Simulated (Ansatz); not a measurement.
# Nudged elastic band, with input and output: C₂H₆GeO₂ (part 1 of 2)

- system: C₂H₆GeO₂
- method: RKS B3LYP-D4/def2-SVP (Ansatz 0.2.0)

It belongs to a series of runs on one base structure; here: band between the two ends. Figures and captions count atoms from 1; the log counts them from 0 in places.

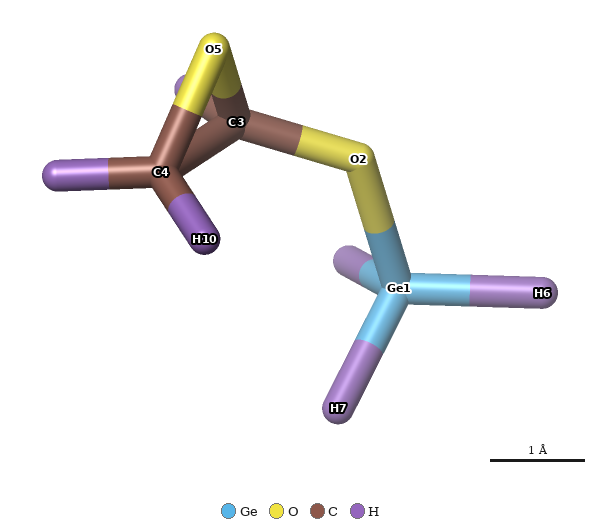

The starting structure (stick view, seen at a tilt; atoms are numbered from 1 in the order of the input). Sticks mark near contacts.

**Input file**
```yaml
crystal:
  periodic: [false, false, false]
  atoms:
    - { symbol: Ge, position_ang: [-1.717585, 0.416109, 0.700649] }
    - { symbol: O, position_ang: [0.073586, 0.585898, 0.809891] }
    - { symbol: C, position_ang: [0.909817, -0.353123, 0.25335] }
    - { symbol: C, position_ang: [1.425134, -0.194317, -1.118134] }
    - { symbol: O, position_ang: [2.219115, 0.072409, 0.046087] }
    - { symbol: H, position_ang: [-2.250267, 1.619904, 1.485779] }
    - { symbol: H, position_ang: [-2.130269, 0.455483, -0.786613] }
    - { symbol: H, position_ang: [-2.129106, -0.927724, 1.34035] }
    - { symbol: H, position_ang: [0.812392, -1.362302, 0.690995] }
    - { symbol: H, position_ang: [1.119978, 0.693942, -1.686056] }
    - { symbol: H, position_ang: [1.732705, -1.063481, -1.715596] }
basis:
  gaussian: { orbitals: def2-SVP }
hamiltonian:
  xc: b3lyp
  dispersion: d4
neb:
  order_check: false
  images: 9
  f_tol: 0.05
  max_iterations: 60
  final_atoms:
    - { symbol: Ge, position_ang: [-1.74626104, 0.35309801, 0.80002263] }
    - { symbol: O, position_ang: [-0.01398155, 0.86082314, 0.89869216] }
    - { symbol: C, position_ang: [0.79590384, -1.25911984, -0.56182156] }
    - { symbol: C, position_ang: [1.61220454, -0.30057378, -1.37651434] }
    - { symbol: O, position_ang: [2.04028273, -1.14212995, -0.25452022] }
    - { symbol: H, position_ang: [-2.59743835, 1.41589645, 1.53394743] }
    - { symbol: H, position_ang: [-2.06982449, 0.34669003, -0.69996698] }
    - { symbol: H, position_ang: [-1.93949282, -1.02553273, 1.45922506] }
    - { symbol: H, position_ang: [0.41355944, 0.54175668, 1.70468579] }
    - { symbol: H, position_ang: [1.55667528, 0.76355092, -1.13759688] }
    - { symbol: H, position_ang: [2.01387242, -0.61166093, -2.34545108] }
  initial_path:
    images:
      - { positions_ang: [[-1.717585, 0.416109, 0.700649], [0.073586, 0.585898, 0.809891], [0.909817, -0.353123, 0.25335], [1.425134, -0.194317, -1.118134], [2.219115, 0.072409, 0.046087], [-2.250267, 1.619904, 1.485779], [-2.130269, 0.455483, -0.786613], [-2.129106, -0.927724, 1.34035], [0.812392, -1.362302, 0.690995], [1.119978, 0.693942, -1.686056], [1.732705, -1.063481, -1.715596]] }
      - { positions_ang: [[-1.6824582, 0.39000755, 0.69045008], [0.09625708, 0.56059238, 0.81985063], [0.87038339, -0.39733008, 0.22177753], [1.41339027, -0.19077837, -1.13622203], [2.20002113, -0.01472989, 0.01642823], [-2.256322, 1.59486446, 1.47404634], [-2.08666467, 0.45597722, -0.80061239], [-2.1121222, -0.94520414, 1.30848709], [0.81728984, -1.19211319, 0.82436316], [1.13683326, 0.73268518, -1.6407554], [1.66889209, -1.05117311, -1.75711124]] }
      - { positions_ang: [[-1.6473314, 0.3639061, 0.68025116], [0.11892817, 0.53528675, 0.82981025], [0.83094977, -0.44153716, 0.19020506], [1.40164655, -0.18723974, -1.15431006], [2.18092726, -0.10186878, -0.01323054], [-2.26237699, 1.56982492, 1.46231367], [-2.04306033, 0.45647144, -0.81461179], [-2.09513839, -0.96268429, 1.27662418], [0.82218767, -1.02192438, 0.95773133], [1.15368852, 0.77142837, -1.59545479], [1.60507917, -1.03886522, -1.79862648]] }
      - { positions_ang: [[-1.61220461, 0.33780465, 0.67005224], [0.14159925, 0.50998113, 0.83976988], [0.79151616, -0.48574424, 0.15863259], [1.38990282, -0.18370111, -1.17239809], [2.16183338, -0.18900767, -0.04288931], [-2.26843199, 1.54478537, 1.45058101], [-1.999456, 0.45696565, -0.82861118], [-2.07815459, -0.98016443, 1.24476127], [0.82708551, -0.85173557, 1.09109949], [1.17054378, 0.81017155, -1.55015419], [1.54126626, -1.02655733, -1.84014172]] }
      - { positions_ang: [[-1.57707781, 0.3117032, 0.65985332], [0.16427033, 0.4846755, 0.84972951], [0.75208255, -0.52995132, 0.12706012], [1.3781591, -0.18016248, -1.19048612], [2.14273951, -0.27614656, -0.07254808], [-2.27448698, 1.51974583, 1.43884834], [-1.95585166, 0.45745987, -0.84261057], [-2.06117079, -0.99764458, 1.21289836], [0.83198335, -0.68154676, 1.22446766], [1.18739904, 0.84891473, -1.50485358], [1.47745335, -1.01424945, -1.88165695]] }
      - { positions_ang: [[-1.54195101, 0.28560175, 0.64965441], [0.18694142, 0.45936988, 0.85968913], [0.71264893, -0.5741584, 0.09548764], [1.36641537, -0.17662385, -1.20857415], [2.12364564, -0.36328545, -0.10220685], [-2.28054198, 1.49470629, 1.42711568], [-1.91224733, 0.45795409, -0.85660997], [-2.04418698, -1.01512472, 1.18103545], [0.83688119, -0.51135795, 1.35783582], [1.2042543, 0.88765792, -1.45955298], [1.41364044, -1.00194156, -1.92317219]] }
      - { positions_ang: [[-1.58281301, 0.299101, 0.67972805], [0.14675682, 0.53966053, 0.86748974], [0.72929991, -0.71115069, -0.0359742], [1.41557321, -0.20141383, -1.24216219], [2.10697306, -0.51905435, -0.13266952], [-2.34392125, 1.47894432, 1.44848203], [-1.94376276, 0.43570128, -0.82528137], [-2.02324815, -1.01720632, 1.23667338], [0.75221684, -0.30073502, 1.42720582], [1.2747385, 0.86283652, -1.39516176], [1.53368683, -0.92388543, -2.00762797]] }
      - { positions_ang: [[-1.62367502, 0.31260025, 0.70980169], [0.10657223, 0.61995118, 0.87529034], [0.74595089, -0.84814298, -0.16743604], [1.46473104, -0.22620382, -1.27575023], [2.09030048, -0.67482325, -0.1631322], [-2.40730052, 1.46318235, 1.46984838], [-1.97527819, 0.41344847, -0.79395277], [-2.00230932, -1.01928793, 1.2923113], [0.66755249, -0.0901121, 1.49657581], [1.34522269, 0.83801512, -1.33077054], [1.65373323, -0.84582931, -2.09208375]] }
      - { positions_ang: [[-1.66453702, 0.32609951, 0.73987534], [0.06638764, 0.70024184, 0.88309095], [0.76260187, -0.98513526, -0.29889788], [1.51388887, -0.25099381, -1.30933827], [2.07362789, -0.83059215, -0.19359487], [-2.4706798, 1.44742039, 1.49121473], [-2.00679363, 0.39119565, -0.76262417], [-1.98137049, -1.02136953, 1.34794922], [0.58288814, 0.12051083, 1.5659458], [1.41570689, 0.81319372, -1.26637932], [1.77377963, -0.76777318, -2.17653953]] }
      - { positions_ang: [[-1.70539903, 0.33959876, 0.76994898], [0.02620305, 0.78053249, 0.89089155], [0.77925286, -1.12212755, -0.43035972], [1.56304671, -0.2757838, -1.3429263], [2.05695531, -0.98636105, -0.22405755], [-2.53405907, 1.43165842, 1.51258108], [-2.03830906, 0.36894284, -0.73129557], [-1.96043166, -1.02345113, 1.40358714], [0.49822379, 0.33113376, 1.63531579], [1.48619109, 0.78837232, -1.2019881], [1.89382603, -0.68971705, -2.26099531]] }
      - { positions_ang: [[-1.74626104, 0.35309801, 0.80002263], [-0.01398155, 0.86082314, 0.89869216], [0.79590384, -1.25911984, -0.56182156], [1.61220454, -0.30057378, -1.37651434], [2.04028273, -1.14212995, -0.25452022], [-2.59743835, 1.41589645, 1.53394743], [-2.06982449, 0.34669003, -0.69996698], [-1.93949282, -1.02553273, 1.45922506], [0.41355944, 0.54175668, 1.70468579], [1.55667528, 0.76355092, -1.13759688], [2.01387242, -0.61166093, -2.34545108]] }
```

Command:
```bash
ansatz run input.yaml --threads 2 --pin off --max-ram 3072MiB --backend cpu --events-out ev --progress --plain --runs-dir out
```

**Log**
```
Engine: ansatz 0.2.0, x86_64-unknown-linux-gnu
Functional definition: B3LYP
  parameter a0 = 0.2
  parameter ax = 0.72
  parameter ac = 0.81
  exchange = (1 - a0 - ax)*slater_x + ax*b88_x + a0*exact_x
  correlation = (1 - ac)*vwn_rpa_c + ac*lyp_c
1286 factors; integrals over basis functions are off by at most 3.9e-4 eV
mean field evaluation 1: about -62766.9150 eV, gradient 5.3e1 eV
mean field evaluation 2: about -62757.3238 eV, gradient 8.9e1 eV
mean field evaluation 4: about -62772.1482 eV, gradient 4.5e0 eV
mean field evaluation 8: about -62772.2138 eV, gradient 1.3e-1 eV
mean field evaluation 16: about -62772.2139 eV, gradient 2.4e-5 eV
mean field -62772.21388116 eV, -2306.8363115979 hartree, gradient 2.4e-5 eV, S^2 0.000000; 0 other end points of the search recorded, 0 dependent functions left out
the calculation of the forces begins
reference -62772.21413430 eV, -2306.8363209005 hartree; 33, 33 occupied and 85, 85 virtual orbitals, 1286 factors
1289 factors; integrals over basis functions are off by at most 9.2e-4 eV
mean field evaluation 32: about -62769.8946 eV, gradient 4.4e-5 eV
mean field -62769.89458591 eV, -2306.7510790695 hartree, gradient 4.4e-5 eV, S^2 0.000000; 0 other end points of the search recorded, 0 dependent functions left out
[... from here on the field's lines of each further geometry are left out, up to the last ...]
NEB iter   1: max|band force component| = 5.520e0 eV/Å  barrier→ = 5.0886 eV  barrier← = 2.7518 eV  Δτ_max = 0.1956 Å  (298 SCF iters)
NEB iter   2: max|band force component| = 2.786e0 eV/Å  barrier→ = 4.4482 eV  barrier← = 2.1114 eV  Δτ_max = 0.1988 Å  (269 SCF iters)
NEB iter   3: max|band force component| = 6.561e0 eV/Å  barrier→ = 4.0791 eV  barrier← = 1.7423 eV  Δτ_max = 0.1005 Å  (277 SCF iters)
NEB iter   4: max|band force component| = 1.891e0 eV/Å  barrier→ = 3.6899 eV  barrier← = 1.3531 eV  Δτ_max = 0.2000 Å  (268 SCF iters)
NEB iter   5: max|band force component| = 3.345e0 eV/Å  barrier→ = 3.3844 eV  barrier← = 1.0476 eV  Δτ_max = 0.1015 Å  (279 SCF iters)
NEB iter   6: max|band force component| = 1.210e0 eV/Å  barrier→ = 3.2707 eV  barrier← = 0.9339 eV  Δτ_max = 0.1981 Å  (272 SCF iters)
NEB iter   7: max|band force component| = 1.712e0 eV/Å  barrier→ = 3.2205 eV  barrier← = 0.8838 eV  Δτ_max = 0.0996 Å  (287 SCF iters)
NEB iter   8: max|band force component| = 8.657e-1 eV/Å  barrier→ = 3.0314 eV  barrier← = 0.6947 eV  Δτ_max = 0.1002 Å  (272 SCF iters)
NEB iter   9: max|band force component| = 7.777e-1 eV/Å  barrier→ = 2.8838 eV  barrier← = 0.5470 eV  Δτ_max = 0.1020 Å  (267 SCF iters)
NEB iter  10: max|band force component| = 6.430e-1 eV/Å  barrier→ = 2.9011 eV  barrier← = 0.5643 eV  Δτ_max = 0.0457 Å  (272 SCF iters)
NEB iter  11: max|band force component| = 1.291e0 eV/Å  barrier→ = 2.9231 eV  barrier← = 0.5863 eV  CI = image 3  Δτ_max = 0.0997 Å  (260 SCF iters)
NEB iter  12: max|band force component| = 9.632e-1 eV/Å  barrier→ = 3.0402 eV  barrier← = 0.7034 eV  CI = image 3  Δτ_max = 0.2000 Å  (272 SCF iters)
NEB iter  13: max|band force component| = 5.731e-1 eV/Å  barrier→ = 3.1793 eV  barrier← = 0.8425 eV  CI = image 3  Δτ_max = 0.1001 Å  (273 SCF iters)
NEB iter  14: max|band force component| = 4.007e-1 eV/Å  barrier→ = 3.1313 eV  barrier← = 0.7945 eV  CI = image 3  Δτ_max = 0.1172 Å  (270 SCF iters)
NEB iter  15: max|band force component| = 2.962e-1 eV/Å  barrier→ = 3.1228 eV  barrier← = 0.7860 eV  CI = image 3  Δτ_max = 0.0616 Å  (270 SCF iters)
NEB iter  16: max|band force component| = 1.568e-1 eV/Å  barrier→ = 3.1212 eV  barrier← = 0.7844 eV  CI = image 3  Δτ_max = 0.0539 Å  (272 SCF iters)
NEB iter  17: max|band force component| = 1.064e-1 eV/Å  barrier→ = 3.1193 eV  barrier← = 0.7825 eV  CI = image 3  Δτ_max = 0.0491 Å  (269 SCF iters)
NEB iter  18: max|band force component| = 1.220e-1 eV/Å  barrier→ = 3.1180 eV  barrier← = 0.7812 eV  CI = image 3  Δτ_max = 0.0246 Å  (264 SCF iters)
NEB iter  19: max|band force component| = 4.475e-2 eV/Å  barrier→ = 3.1174 eV  barrier← = 0.7806 eV  CI = image 3  Δτ_max = 0.0446 Å  (271 SCF iters)
NEB iter  20: max|band force component| = 2.432e-1 eV/Å  barrier→ = 3.1165 eV  barrier← = 0.7797 eV  CI = image 3  Δτ_max = 0.0492 Å  (32 SCF iters)
NEB iter  21: max|band force component| = 2.118e-1 eV/Å  barrier→ = 3.1157 eV  barrier← = 0.7789 eV  CI = image 3  Δτ_max = 0.0974 Å  (267 SCF iters)
NEB iter  22: max|band force component| = 7.922e-2 eV/Å  barrier→ = 3.1150 eV  barrier← = 0.7782 eV  CI = image 3  Δτ_max = 0.0544 Å  (267 SCF iters)
NEB iter  23: max|band force component| = 6.604e-2 eV/Å  barrier→ = 3.1145 eV  barrier← = 0.7777 eV  CI = image 3  Δτ_max = 0.0653 Å  (270 SCF iters)
NEB iter  24: max|band force component| = 4.727e-2 eV/Å  barrier→ = 3.1142 eV  barrier← = 0.7774 eV  CI = image 3  Δτ_max = 0.0419 Å  (270 SCF iters)
NEB iter  25: max|band force component| = 2.015e-1 eV/Å  barrier→ = 3.1140 eV  barrier← = 0.7772 eV  CI = image 3  Δτ_max = 0.0587 Å  (31 SCF iters)
the calculation of the forces begins
reference -62769.88665048 eV, -2306.7507874477 hartree; 33, 33 occupied and 85, 85 virtual orbitals, 1288 factors
1286 factors; integrals over basis functions are off by at most 1.2e-3 eV
mean field evaluation 1760: about -62769.0976 eV, gradient 1.6e-3 eV
mean field -62769.09756600 eV, -2306.7217891282 hartree, gradient 2.0e-5 eV, S^2 0.000000; 1 other end points of the search recorded, 0 dependent functions left out
the calculation of the forces begins
reference -62769.09782833 eV, -2306.7217987685 hartree; 33, 33 occupied and 85, 85 virtual orbitals, 1286 factors
NEB iter  26: max|band force component| = 4.874e-2 eV/Å  barrier→ = 3.1138 eV  barrier← = 0.7770 eV  CI = image 3  Δτ_max = 0.0000 Å  (513 SCF iters)
```
